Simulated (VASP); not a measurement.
Band structure of Hf4CN3 (ordered alloy cell). All values below come from PBEsol GGA, VASP's PBE PAW potentials (set 64) (plane waves; VASP 6.6.1).

Unless said otherwise, spin-orbit coupling is left out, though it shifts the bands of the heavy elements here.

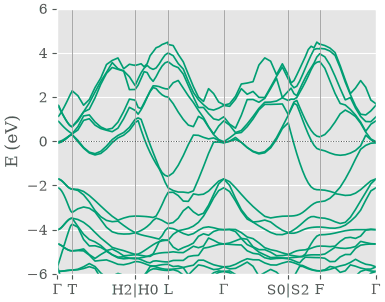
*Bands along high-symmetry lines, zero at the valence-band maximum or, without a gap, the Fermi level*

### Question
Read the plot: is there a gap, and where are the band edges?

### Answer
It has no gap at this level: it comes out as a metal or semimetal. (Edges off the drawn lines would not show.)

The structure was generated: Hf4CN3 was put into an ordered model structure (R-3m), which need not be its known phase. It was relaxed first. The electron count is odd and the run is not spin-polarised, which forces a metal.
